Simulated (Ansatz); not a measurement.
# Calculations on SnH₃Cl₂F

### Relaxation

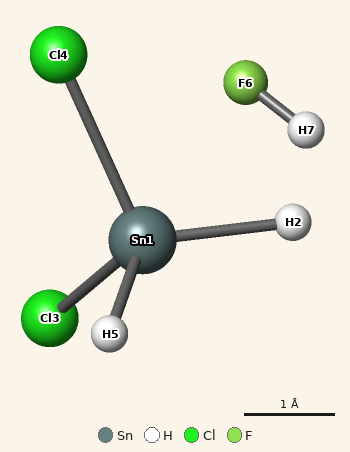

This is the input geometry for a relaxation of SnH3Cl2F. Style: ball-and-stick. Shown from a free direction.

The run prepares an end point of a later path (reaction) calculation, from a guessed geometry.

These are results of Ansatz, RKS r2SCAN-D4/def2-SVP, not measurements.

The input:
```yaml
crystal:
  periodic: [false, false, false]
  atoms:
    - { symbol: Sn, position_ang: [-0.120833, -0.182392, -0.079377] }
    - { symbol: H, position_ang: [-0.01829, -0.042587, 1.643452] }
    - { symbol: Cl, position_ang: [2.057863, -0.265584, -0.939579] }
    - { symbol: Cl, position_ang: [-1.237962, 1.683653, -0.948459] }
    - { symbol: H, position_ang: [-0.934277, -1.563584, -0.662462] }
    - { symbol: F, position_ang: [1.251557, 2.106866, 1.435272] }
    - { symbol: H, position_ang: [1.056942, 1.429927, 2.034254] }
basis:
  gaussian: { orbitals: def2-SVP }
hamiltonian:
  xc: r2scan
  dispersion: d4
relax:
  f_tol: 0.03
  max_steps: 50
```

Command:
```bash
ansatz run input.yaml --threads 2 --pin off --max-ram 3072MiB --backend cpu --events-out ev --progress --plain --runs-dir out
```

**Where does the relaxation end?**

The energy falls by 0.291 eV in 19 accepted moves (22 points after the start). The largest force component goes from 0.26 to 0.023 eV/Å. The line search rejected the trial steps at points 2, 7, 10 of the run. The largest move after the best rigid fit is that of H7, 1.22 Å. Largest moves by element: H 1.22 Å, Cl 0.61 Å, F 0.30 Å, Sn 0.24 Å. Among the contacts that change: Sn1–F6 3.069 → 2.964 Å, Sn1–Cl3 2.344 → 2.389 Å, Sn1–H2 1.732 → 1.697 Å, F6–H7 0.925 → 0.937 Å. Bond angles that change, for instance: Cl3–Sn1–H5 106.8° → 102.9°, H2–Sn1–H5 115.7° → 118.5°, H2–Sn1–Cl4 109.5° → 111.8°.

Step by step:

| step | E − E(0), eV | largest force component, eV/Å | note |
| --- | --- | --- | --- |
| 0 | 0.0000 | 0.2598 |  |
| 1 | -0.0121 | 1.0640 |  |
| 2 | 0.0259 | 2.3996 | rejected |
| 3 | -0.0312 | 0.7313 |  |
| 4 | -0.0440 | 0.8317 |  |
| 5 | -0.0669 | 0.1813 |  |
| 6 | -0.0865 | 0.2918 |  |
| 7 | 0.0253 | 2.5273 | rejected |
| 8 | -0.1008 | 0.2136 |  |
| 9 | -0.1142 | 0.2975 |  |
| 10 | -0.1138 | 1.4650 | rejected |
| 11 | -0.1279 | 0.0890 |  |
| 12 | -0.1419 | 0.1707 |  |
| 13 | -0.1579 | 0.8018 |  |
| 14 | -0.1727 | 1.7124 |  |
| 15 | -0.2154 | 1.6864 |  |
| 16 | -0.2715 | 0.4430 |  |
| 17 | -0.2726 | 0.4315 |  |
| 18 | -0.2825 | 0.2925 |  |
| 19 | -0.2851 | 0.1130 |  |
| 20 | -0.2851 | 0.1189 |  |
| 21 | -0.2878 | 0.1122 |  |
| 22 | -0.2907 | 0.0232 |  |

Final geometry:

```xyz
7

Sn   -0.2817   -0.2074    0.0920
H    -0.5202   -0.3218    1.7683
Cl    2.0558   -0.0399   -0.3696
Cl   -1.3040    1.6986   -0.8051
H    -0.7713   -1.5139   -0.8912
F     1.0906    1.9328    1.6159
H     1.7858    1.6180    1.0727
```

The end point in the same view:

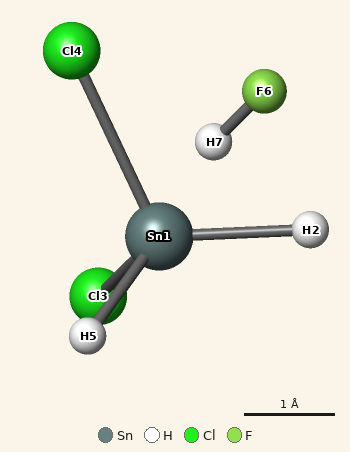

### Relaxation

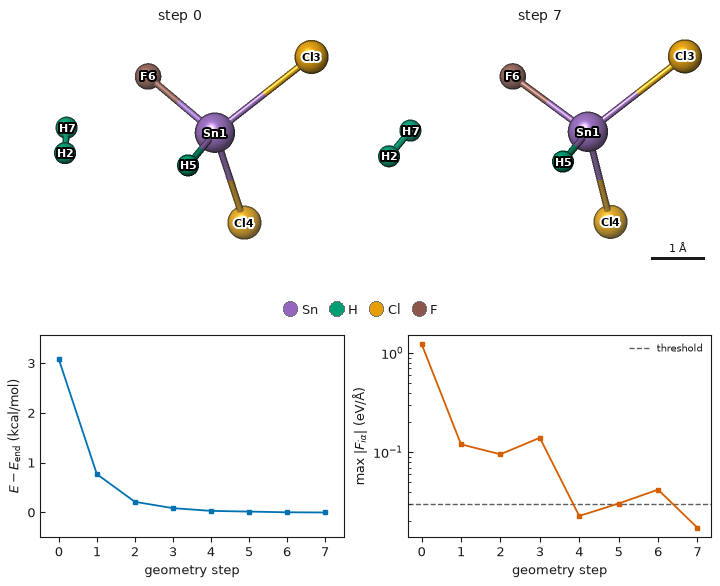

First and last geometry of a relaxation of SnH$_{3}$Cl$_{2}$F, with the history of the run. Style: ball-and-stick. Shown at a tilt.

The run prepares an end point of a later path (reaction) calculation, from a guessed geometry.

All numbers below come from RKS r2SCAN-D4/def2-SVP (Ansatz 0.2.0). Set-up: no spin polarisation; force threshold 0.03 eV/Å; at most 50 steps.

Question: What do the curves and the structures tell?

Answer: It converged. H2 moves most after the best rigid fit: 0.69 Å. By element the largest moves are H 0.69 Å, Cl 0.28 Å, Sn 0.25 Å, F 0.18 Å. Some distances before and after: H2–H7 0.718 → 0.760 Å, Sn1–F6 1.900 → 1.932 Å, Sn1–H5 1.692 → 1.698 Å, Sn1–Cl3 2.335 → 2.329 Å. Bond angles that change, for instance: H5–Sn1–F6 116.0° → 109.9°, Cl3–Sn1–F6 102.9° → 105.2°. After 7 geometry steps the energy has fallen by 3.08 kcal/mol. Largest force component: 1.2 eV/Å at the start, 0.017 eV/Å at the end.

### Path

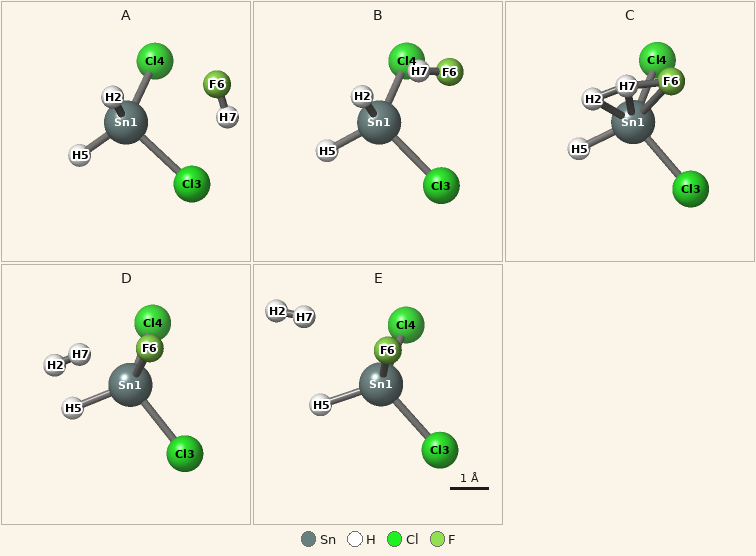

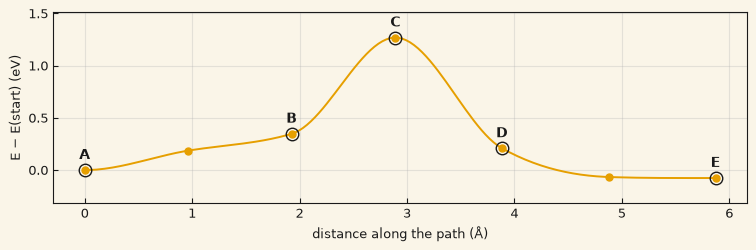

NEB run on SnH3Cl2F, made up at the start of SnH₂Cl₂ and HF. Images are numbered from 0 (start) to 6 (end). Frames A to E are images 0, 2, 3, 4, 6. The picture is a ball-and-stick view, seen at a tilt.

Method: RKS r2SCAN-D4/def2-SVP in Ansatz.

Input
```yaml
crystal:
  periodic: [false, false, false]
  atoms:
    - { symbol: Sn, position_ang: [-0.266697, -0.204937, 0.055883] }
    - { symbol: H, position_ang: [-0.562461, -0.362813, 1.719471] }
    - { symbol: Cl, position_ang: [2.084074, -0.008498, -0.319294] }
    - { symbol: Cl, position_ang: [-1.272978, 1.715011, -0.829367] }
    - { symbol: H, position_ang: [-0.710736, -1.490254, -0.975721] }
    - { symbol: F, position_ang: [1.033726, 1.906863, 1.679104] }
    - { symbol: H, position_ang: [1.750071, 1.610926, 1.153025] }
basis:
  gaussian: { orbitals: def2-SVP }
hamiltonian:
  xc: r2scan
  dispersion: d4
neb:
  order_check: false
  images: 5
  f_tol: 0.03
  max_iterations: 60
  final_atoms:
    - { symbol: Sn, position_ang: [0.48387763, 0.35980199, -0.58793937] }
    - { symbol: H, position_ang: [-0.58955676, 0.166476, 3.09730482] }
    - { symbol: Cl, position_ang: [2.19052182, 0.09404399, -2.14993978] }
    - { symbol: Cl, position_ang: [-1.12098057, 1.8073165, -1.45295826] }
    - { symbol: H, position_ang: [-0.15916537, -1.11571529, -0.04643639] }
    - { symbol: F, position_ang: [1.29140275, 1.30782271, 0.88974348] }
    - { symbol: H, position_ang: [-0.0411005, 0.54655209, 2.7333265] }
  initial_path:
    images:
      - { positions_ang: [[-0.266697, -0.204937, 0.055883], [-0.562461, -0.362813, 1.719471], [2.084074, -0.008498, -0.319294], [-1.272978, 1.715011, -0.829367], [-0.710736, -1.490254, -0.975721], [1.033726, 1.906863, 1.679104], [1.750071, 1.610926, 1.153025]] }
      - { positions_ang: [[-0.1665463, -0.13479999, 0.02664238], [-0.40282005, -0.26560047, 1.83080033], [2.1716602, 0.02663327, -0.44709023], [-1.21921008, 1.79950312, -0.82905186], [-0.71047986, -1.46481829, -0.88599793], [1.04943939, 1.84655272, 1.37808285], [1.3329557, 1.35882765, 1.40971546]] }
      - { positions_ang: [[-0.06639561, -0.06466299, -0.00259824], [-0.2431791, -0.16838794, 1.94212967], [2.25924641, 0.06176454, -0.57488646], [-1.16544215, 1.88399525, -0.82873673], [-0.71022373, -1.43938258, -0.79627487], [1.06515278, 1.78624243, 1.0770617], [0.9158404, 1.1067293, 1.66640591]] }
      - { positions_ang: [[0.03375509, 0.00547402, -0.03183886], [-0.08353816, -0.07117542, 2.053459], [2.34683261, 0.09689581, -0.70268268], [-1.11167423, 1.96848737, -0.82842159], [-0.70996759, -1.41394688, -0.7065518], [1.08086617, 1.72593215, 0.77604055], [0.4987251, 0.85463095, 1.92309637]] }
      - { positions_ang: [[0.18379594, 0.12358334, -0.21720569], [-0.25221102, 0.00804172, 2.40140761], [2.29472902, 0.0959452, -1.18510172], [-1.11477634, 1.91476375, -1.03660048], [-0.52636685, -1.31453635, -0.48651333], [1.15104503, 1.58656234, 0.81394153], [0.31878323, 0.751938, 2.19317308]] }
      - { positions_ang: [[0.33383678, 0.24169267, -0.40257253], [-0.42088389, 0.08725886, 2.74935622], [2.24262542, 0.0949946, -1.66752075], [-1.11787845, 1.86104012, -1.24477937], [-0.34276611, -1.21512582, -0.26647486], [1.22122389, 1.44719252, 0.8518425], [0.13884136, 0.64924504, 2.46324979]] }
      - { positions_ang: [[0.48387763, 0.35980199, -0.58793937], [-0.58955676, 0.166476, 3.09730482], [2.19052182, 0.09404399, -2.14993978], [-1.12098057, 1.8073165, -1.45295826], [-0.15916537, -1.11571529, -0.04643639], [1.29140275, 1.30782271, 0.88974348], [-0.0411005, 0.54655209, 2.7333265]] }
```

Launched with:
```bash
ansatz run input.yaml --threads 2 --pin off --max-ram 3072MiB --backend cpu --events-out ev --progress --plain --runs-dir out
```

> What happens along the path, and what is the barrier?

Breaking: F6–H7 (0.94 → 1.21 at the top → 2.40 Å), Sn1–H2 (1.70 → 2.02 at the top → 3.84 Å). Forming: H2–H7 (3.09 → 0.99 at the top → 0.76 Å), Sn1–F6 (2.96 → 2.15 at the top → 1.93 Å). The energy climbs by 1.27 eV to image 3 and then falls by 1.35 eV, so the end point sits at −0.08 eV. The band converged in 11 iterations. The largest component of the band force went from 88 to 0.029 eV/Å. The climbing image converged on the top of the path. Its vibrational analysis gives 2 imaginary modes over 30i cm⁻¹, so it isn't confirmed as a transition state.

Limits of the set-up: the start holds two separate molecules, 2.2 Å apart at their closest, whose relative position is a soft coordinate.

The run took 91 s on 2 threads of Intel(R) Xeon(R) 6975P-C (Granite Rapids) (shared host), peak memory 0.17 GiB.
